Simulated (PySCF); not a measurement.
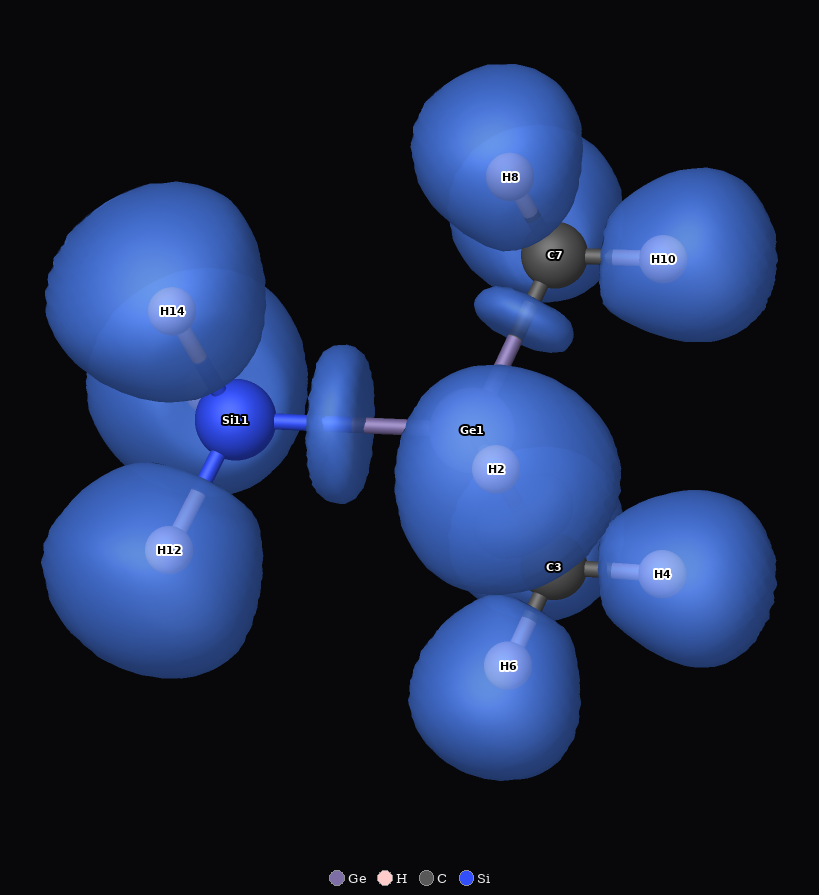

Figure. C$_{2}$H$_{10}$GeSi (GeHMe2(SiH3)). Isosurface of the electron localisation function at 0.8 (blue), seen at an oblique angle. Only the valence region is drawn (cores and ρ < 0.01 e/Å³ removed).

Geometry: PBE0-D3(BJ)/def2-SVP.

Method: CAM-B3LYP/def2-SVPD, SCF density, gas phase (PySCF 2.14.0).

```xyz
14

Ge    0.0763    0.1218    0.5689
H     0.0946    0.1235    2.1165
C     1.9219    0.1120   -0.0904
H     2.4648    0.9929    0.2833
H     1.9327    0.1358   -1.1900
H     2.4523   -0.7913    0.2440
C    -0.8420    1.7334   -0.0647
H    -1.8816    1.7591    0.2922
H    -0.8503    1.7569   -1.1641
H    -0.3257    2.6340    0.2998
Si   -1.0739   -1.8304   -0.1826
H    -0.4395   -3.0734    0.3592
H    -1.0420   -1.9083   -1.6784
H    -2.5072   -1.8099    0.2494
```

Q: Describe the localisation domains.

A: At this value the surface marks out one region between bonded Ge–Si atoms (shared pairs), ten regions around hydrogen nuclei and two lobes of the valence shell of C pointing towards Ge (polar bonds).

Values along the shortest contacts:
C–Ge (1.96 Å): the ELF peaks at about 0.95 in the valence shell of C, 0.7 Å from its nucleus, and is about 0.70 at the midpoint. Si–Ge (2.39 Å): the ELF peaks at about 0.95 between the atoms; a covalent bond.
